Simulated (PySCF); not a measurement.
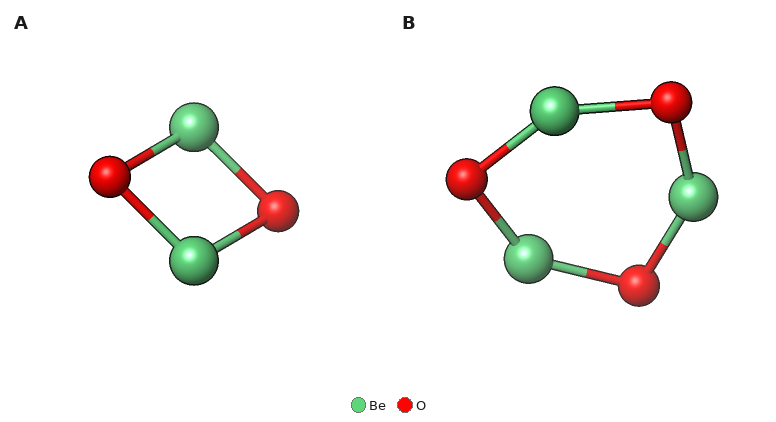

Two related species, optimised with PBE0-D3(BJ)/def2-SVP; properties computed with PySCF 2.14.0. Both: charge 0, singlet.

### Identify both.

A is (BeO)2 ring, B is (BeO)3 ring.

Compare them. With PBE0/def2-SVPD: HOMO–LUMO gap (eV), HOMO energy (Kohn–Sham orbital) (eV), lowest vertical singlet excitation (eV), mean static polarisability (bohr³).

```tsv
quantity	A	B
HOMO–LUMO gap (eV)	4.97	7.26
HOMO energy (Kohn–Sham orbital) (eV)	−7.56	−8.74
lowest vertical singlet excitation (eV)	3.42	5.86
mean static polarisability (bohr³)	30.2	40.1
```

Each is one conformer, and no frequency run is at hand to confirm it as a minimum.
